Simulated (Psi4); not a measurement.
**triplet SiNH4ClO at 5 levels**

Wanted: a comparison of 5 runs (UHF/STO-3G, UB3LYP/6-31G*, UHSE06/6-31G*, UTPSSh/6-31G*) of triplet SiNH4ClO. 

The results are computed with Psi4 1.11.

2 further runs of the same task are left out: 2 set aside as unsound or not needed.

**1. Starting point**

SiNH4ClO: 8 atoms, total charge 0, spin state triplet. SMILES of the parent species: `N[SiH](O)Cl`. Geometry: relaxed at PBE0-D4/def2-TZVP. This is one conformer, not always the lowest. That shape belongs to the parent species and isn't relaxed for this state.

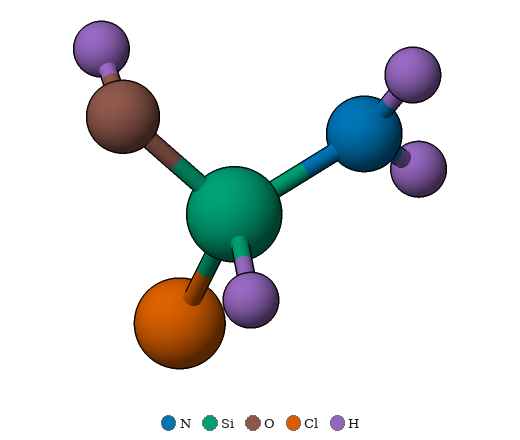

The structure, seen from a chosen angle (nitrogen blue, silicon teal, oxygen brown, chlorine orange, hydrogen purple).

**2. Energy and gradient at UHF/STO-3G (run 1)**

File input.dat:

```
memory 2200 MB

molecule system {
  0 3
  N     -1.41691665     1.67354146    -0.54613085
  Si     0.99097238    -0.42745605    -0.21788542
  O      1.04180601    -1.62762111     2.62086116
  Cl     0.32711159    -3.10217441    -2.96101186
  H     -2.30017464     1.88594667    -2.21608183
  H     -1.52482001     3.23596702     0.53479249
  H      3.58424354     0.52383208    -0.58316948
  H     -0.52817845    -2.26993902     3.26299010
  units au
  symmetry c1
}

set {
  reference uhf
  puream true
  e_convergence 1e-09
  d_convergence 1e-08
  scf_type pk
  maxiter 100
}

e, wfn = gradient('hf/STO-3G', return_wfn=True)
oeprop(wfn, 'MULLIKEN_CHARGES', 'QUADRUPOLE', 'LOWDIN_CHARGES')
```

On the command line:

```sh
psi4 input.dat output.dat -n 1
```

output.dat:

```text
[...]
  Running in c1 symmetry.
[...]
  Nuclear repulsion =  228.759091881909143
[...]
  Multiplicity = 3
[...]
  Nalpha       = 26
  Nbeta        = 24
[...]
    Number of basis functions: 32
[...]
   @UHF iter   1:  -869.71329780551389   -1.85137e+00   1.07492e-02 DIIS/ADIIS
[...]
   @UHF iter  19:  -869.84348254701786   -1.59162e-12   7.79002e-09 DIIS
[...]
   @S^2 Observed:                2.014025568E+00
[...]
  @UHF Final Energy:  -869.84348254701786
   => Energetics <=
    Nuclear Repulsion Energy =            228.7590918819091428
    One-Electron Energy =               -1665.1421938427047280
    Two-Electron Energy =                 566.5396194137777002
    Total Energy =                       -869.8434825470178566
  UHF NO Occupations:
  HONO-2 :   24  A 1.9967722
  HONO-1 :   25  A 1.0000000
[...]
  -Total Gradient:
     Atom            X                  Y                   Z
    ------   -----------------  -----------------  -----------------
       1        0.090319709002    -0.116875625175    -0.017481399137
       2       -0.142593320433     0.095122049573    -0.011977848806
       3       -0.041063311467    -0.009483338220    -0.034339801559
       4        0.003356547182     0.113593892061     0.087285278953
       5        0.032524772060    -0.003677240330     0.043325190837
       6        0.038439504768    -0.082427840806    -0.045807444757
       7       -0.005651135632    -0.005837461168    -0.022010451530
       8        0.024667234520     0.009585564053     0.001006476013
[...]
 Multipole Moments:
 ------------------------------------------------------------------------------------
     Multipole            Electronic (a.u.)      Nuclear  (a.u.)        Total (a.u.)
 ------------------------------------------------------------------------------------
 L = 1.  Multiply by 2.5417464519 to convert [e a0] to [Debye]
 Dipole X            :         -0.3308713           -1.0728176           -1.4036889
 Dipole Y            :         -2.5751399            5.0317101            2.4565703
 Dipole Z            :         -2.2406012            3.0944870            0.8538858
 Magnitude           :                                                    2.9553682
 L = 2.  Multiply by 1.3450342976 to convert [e a0^2] to [Debye ang]
 Quadrupole XX       :        -77.1435373           53.2328920          -23.9106453
 Quadrupole XY       :         37.0955808          -40.2951439           -3.1995632
[...]
  Mulliken Charges: (a.u.)
   Center  Symbol    Alpha    Beta     Spin     Total
       1     N     4.23675  3.01692  1.21984 -0.25367
       2    SI     6.76587  6.33312  0.43275  0.90101
       3     O     4.27328  4.23249  0.04079 -0.50577
       4    CL     8.86924  8.68851  0.18072 -0.55775
       5     H     0.34476  0.40143 -0.05667  0.25381
       6     H     0.43681  0.38811  0.04870  0.17507
       7     H     0.66131  0.52042  0.14089 -0.18173
       8     H     0.41199  0.41900 -0.00701  0.16902
   Total alpha = 26.00000, Total beta = 24.00000, Total charge = -0.00000
[...]
```

Wall time 2.6 s (1 thread of AMD EPYC 7R43 (Zen 3), shared host); peak memory 0.18 GiB.

**3. Energy and gradient at UB3LYP/6-31G(d) (spherical functions) (run 2)**

File job.py:

```python
import psi4

psi4.set_memory('2200 MB')
psi4.set_num_threads(1)
psi4.set_output_file('clh4nosi.out', False)

m = psi4.geometry("""
0 3
N
Si 1 1.699958
O 2 1.631159 1 111.16815
Cl 2 2.057647 3 112.62392 1 -116.84752
H 1 1.005993 2 120.73598 3 -147.44535
H 1 1.006997 5 112.38893 2 154.29842
H 2 1.474444 3 103.78735 1 127.15508
H 3 0.959805 2 116.72124 7 176.43377
symmetry c1
""")

options = {'basis': '6-31G*', 'reference': 'uks', 'puream': True, 'e_convergence': 1e-09, 'd_convergence': 1e-08, 'scf_type': 'pk', 'dft_radial_points': 99, 'dft_spherical_points': 590, 'maxiter': 100}
psi4.set_options(options)

E = psi4.gradient("B3LYP")
print('gradient / Eh bohr^-1')
print(E.np.round(6))
for k, v in sorted(psi4.core.scalar_variables().items()):
    print(f'{k:45s} {v:18.10f}')
```

On the command line:

```sh
python job.py
```

clh4nosi.out (excerpt; [...] marks lines left out):

```text
[...]
  Running in c1 symmetry.
[...]
  Nuclear repulsion =  228.759090327484358
[...]
  Multiplicity = 3
[...]
  Nalpha       = 26
  Nbeta        = 24
[...]
    Number of basis functions: 72
[...]
   @UKS iter   1:  -881.38152248692165    4.23032e-01   1.44278e-02 DIIS/ADIIS
[...]
   @UKS iter  21:  -881.92198797111041   -1.70530e-12   5.15622e-09 DIIS
[...]
   @S^2 Observed:                2.003354635E+00
[...]
  @UKS Final Energy:  -881.92198797111041
   => Energetics <=
    Nuclear Repulsion Energy =            228.7590903274843583
    One-Electron Energy =               -1671.3907588987369763
    Two-Electron Energy =                 614.1672326466529057
    DFT Exchange-Correlation Energy =     -53.4575520465105569
    Empirical Dispersion Energy =           0.0000000000000000
    VV10 Nonlocal Energy =                  0.0000000000000000
    Total Energy =                       -881.9219879711104113
[...]
 Multipole Moments:
 ------------------------------------------------------------------------------------
     Multipole            Electronic (a.u.)      Nuclear  (a.u.)        Total (a.u.)
 ------------------------------------------------------------------------------------
 L = 1.  Multiply by 2.5417464519 to convert [e a0] to [Debye]
 Dipole X            :          4.0168647           -4.0010597            0.0158050
 Dipole Y            :          2.1772142           -2.3994612           -0.2222470
 Dipole Z            :          3.1380556           -3.7787573           -0.6407017
 Magnitude           :                                                    0.6783378
[...]
  -Total Gradient:
     Atom            X                  Y                   Z
    ------   -----------------  -----------------  -----------------
       1       -0.002063039237    -0.003895352859     0.018277475260
       2        0.005549251068     0.011921809412    -0.068425895137
       3        0.004072524620     0.009473845047    -0.016721025711
       4       -0.008767777003    -0.007874666720    -0.007255720020
       5       -0.039951078450    -0.045305724785     0.040569976016
       6        0.045979998597     0.035746842326     0.030314227823
       7        0.002362517356    -0.007868959504    -0.000872455447
       8       -0.007185546066     0.007807823026     0.004108803102
[...]
```

The script printed:

```text
gradient / Eh bohr^-1
[[-0.002063 -0.003895  0.018277]
 [ 0.005549  0.011922 -0.068426]
 [ 0.004073  0.009474 -0.016721]
 [-0.008768 -0.007875 -0.007256]
 [-0.039951 -0.045306  0.04057 ]
 [ 0.04598   0.035747  0.030314]
 [ 0.002363 -0.007869 -0.000872]
 [-0.007186  0.007808  0.004109]]
CURRENT ENERGY                                   -881.9219879711
CURRENT REFERENCE ENERGY                         -881.9219879711
DD SOLVATION ENERGY                                 0.0000000000
DFT FUNCTIONAL TOTAL ENERGY                      -881.9219879711
DFT TOTAL ENERGY                                 -881.9219879711
DFT VV10 ENERGY                                     0.0000000000
DFT XC ENERGY                                     -53.4575520465
GRID ELECTRONS ALPHA                               26.0000002681
GRID ELECTRONS BETA                                24.0000000078
GRID ELECTRONS TOTAL                               50.0000002759
NUCLEAR REPULSION ENERGY                          228.7590903275
ONE-ELECTRON ENERGY                             -1671.3907588987
PCM POLARIZATION ENERGY                             0.0000000000
PE ENERGY                                           0.0000000000
SCF ITERATION ENERGY                             -881.9219879711
SCF ITERATIONS                                     21.0000000000
SCF TOTAL ENERGY                                 -881.9219879711
TWO-ELECTRON ENERGY                               614.1672326467
XC GRID RADIAL POINTS                              99.0000000000
XC GRID SPHERICAL POINTS                          590.0000000000
XC GRID TOTAL POINTS                           442357.0000000000
```

It took 48 s on 1 thread of AMD EPYC 7R43 (Zen 3), shared host; peak memory 1 GiB.

Runs 3 to 4 aren't shown in full; the table further down has their settings and results.

**4. A single-point energy at UB3LYP/6-31G(d) (Cartesian functions) (run 5)**

File run.py:

```python
import psi4

psi4.set_memory(2200000000)
psi4.set_num_threads(1)
psi4.set_output_file('run.log', False)

molecule = psi4.geometry("""
0 3
N     -1.41691665     1.67354146    -0.54613085
Si     0.99097238    -0.42745605    -0.21788542
O      1.04180601    -1.62762111     2.62086116
Cl     0.32711159    -3.10217441    -2.96101186
H     -2.30017464     1.88594667    -2.21608183
H     -1.52482001     3.23596702     0.53479249
H      3.58424354     0.52383208    -0.58316948
H     -0.52817845    -2.26993902     3.26299010
units au
symmetry c1
no_reorient
no_com
""")

options = {'reference': 'uks', 'puream': False, 'e_convergence': 1e-09, 'd_convergence': 1e-08, 'scf_type': 'pk', 'dft_radial_points': 99, 'dft_spherical_points': 590, 'maxiter': 100}
psi4.set_options(options)

E, wfn = psi4.energy('b3lyp/6-31G*', return_wfn=True)
psi4.oeprop(wfn, 'QUADRUPOLE', 'LOWDIN_CHARGES', 'MULLIKEN_CHARGES')
print(f'b3lyp/6-31G* energy: {E:.10f} Eh')
```

On the command line:

```sh
python run.py
```

run.log (excerpt; [...] marks lines left out):

```text
[...]
  Running in c1 symmetry.
[...]
  Nuclear repulsion =  228.759091881909143
[...]
  Multiplicity = 3
[...]
  Nalpha       = 26
  Nbeta        = 24
[...]
    Number of basis functions: 76
[...]
   @UKS iter   1:  -881.38705907389874    4.21672e-01   1.38483e-02 ADIIS/DIIS
[...]
   @UKS iter  21:  -881.93049876885016   -2.72848e-12   4.82408e-09 DIIS
[...]
   @S^2 Observed:                2.003411732E+00
[...]
  @UKS Final Energy:  -881.93049876885016
   => Energetics <=
    Nuclear Repulsion Energy =            228.7590918819091428
    One-Electron Energy =               -1671.2500845911831675
    Two-Electron Energy =                 613.9804356111183097
    DFT Exchange-Correlation Energy =     -53.4199416706944987
    Empirical Dispersion Energy =           0.0000000000000000
    VV10 Nonlocal Energy =                  0.0000000000000000
    Total Energy =                       -881.9304987688501569
[...]
 Multipole Moments:
 ------------------------------------------------------------------------------------
     Multipole            Electronic (a.u.)      Nuclear  (a.u.)        Total (a.u.)
 ------------------------------------------------------------------------------------
 L = 1.  Multiply by 2.5417464519 to convert [e a0] to [Debye]
 Dipole X            :        -17.6229496           17.0816123           -0.5413373
 Dipole Y            :         57.0198210          -56.6517216            0.3680994
 Dipole Z            :         35.3681923          -35.2450929            0.1230994
 Magnitude           :                                                    0.6661056
 L = 2.  Multiply by 1.3450342976 to convert [e a0^2] to [Debye ang]
 Quadrupole XX       :        -88.2351792           59.0455028          -29.1896764
 Quadrupole XY       :         60.5114999          -59.5412367            0.9702632
[...]
  Mulliken Charges: (a.u.)
   Center  Symbol    Alpha    Beta     Spin     Total
       1     N     3.96758  3.20676  0.76083 -0.17434
       2    SI     7.05775  6.58578  0.47197  0.35647
       3     O     4.31925  4.28831  0.03094 -0.60755
       4    CL     8.63073  8.61033  0.02040 -0.24106
       5     H     0.57269  0.28374  0.28895  0.14358
       6     H     0.58679  0.28269  0.30410  0.13051
       7     H     0.55563  0.45828  0.09735 -0.01391
       8     H     0.30958  0.28411  0.02547  0.40630
   Total alpha = 26.00000, Total beta = 24.00000, Total charge = -0.00000
[...]
```

Standard output:

```text
b3lyp/6-31G* energy: -881.9304987689 Eh
```

Run time: 37 s. Hardware: 1 thread of AMD EPYC 7R43 (Zen 3), shared host; peak memory 1.1 GiB.

**5. The series**

| run | level | integration grid | task | energy (Eh) | dipole moment (D) | ⟨S²⟩ | largest force (eV/Å) | wall time |
| --- | --- | --- | --- | --- | --- | --- | --- | --- |
| 1 | UHF/STO-3G | – | gradient | -869.843483 | 7.51 | 2.014 | 8.836 | 2.6 s |
| 2 | UB3LYP/6-31G* (spherical functions) | 99 radial × 590 angular | gradient | -881.921988 | 1.72 | 2.003 | 3.742 | 48 s |
| 3 | UHSE06/6-31G* (spherical functions) | 99 radial × 590 angular | gradient | -881.517995 | 1.84 | 2.004 | 3.726 | 1.8 min |
| 4 | UTPSSh/6-31G* (spherical functions) | 99 radial × 590 angular | gradient | -881.921137 | 1.76 | 2.004 | 3.994 | 2.4 min |
| 5 | UB3LYP/6-31G* (Cartesian functions) | 99 radial × 590 angular | energy | -881.930499 | 1.69 | 2.003 | – | 37 s |

**6. Results**

| quantity | value |
| --- | --- |
| run 5: total energy | -881.93050 Eh |
| run 5: dipole moment | 1.69 D |
| run 5: HOMO energy (highest over α and β) | -1.14 eV |
| run 5: ⟨S²⟩ | 2.003 |

In words: The dipole moment (its size) runs from 1.69 D (UB3LYP/6-31G*) to 7.51 D (UHF/STO-3G). The two ends differ in method and basis. So wide a spread suggests that the runs ended on unlike SCF solutions, not only an effect of the method. Totals of different functionals can't be ranked against each other. In run 1 the basis is minimal, so the values are rough. All runs together took 5.6 min, the longest 2.4 min.
